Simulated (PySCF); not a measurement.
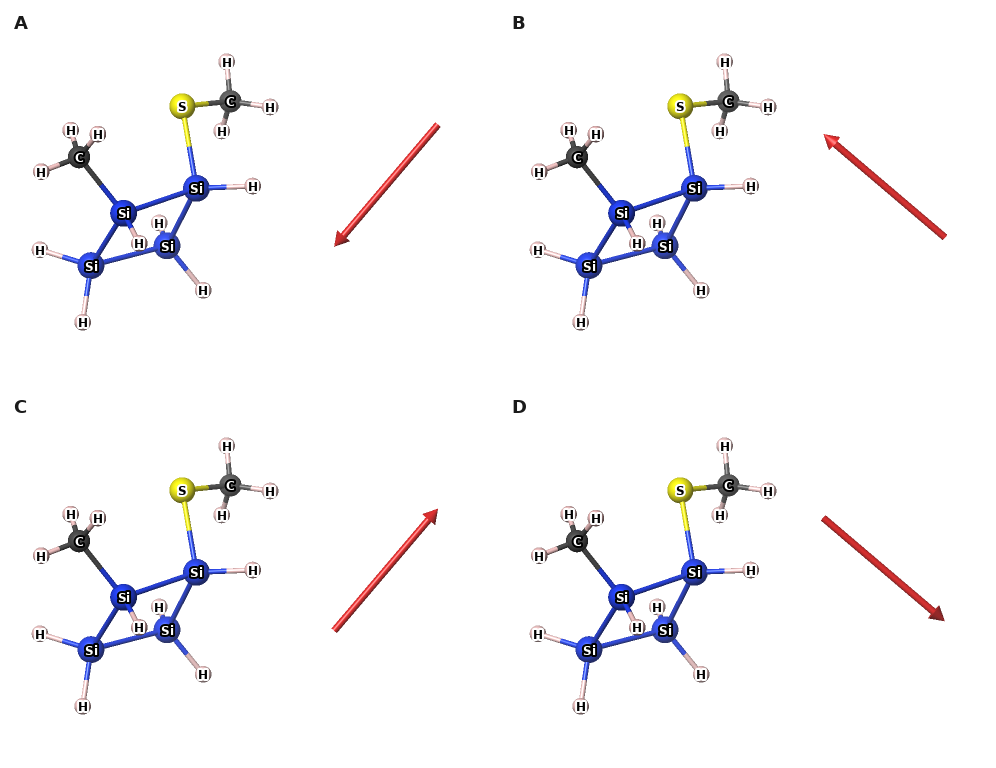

The same molecule four times, each with an arrow. The computed structure is the end point of a GFN2-xTB optimisation. No frequency run is at hand to confirm it as a minimum. Level of theory: PBE0/pcSseg-1, gas phase (PySCF 2.14.0).

Question: Which arrow points along the dipole moment, from the negative to the positive end?

Answer: D. The dipole moment is 0.50 D.

The geometry is semi-empirical. Around Si such bond lengths and angles can be off by a tenth of an ångström or more and by several degrees, and values that hang on the shape move with them.
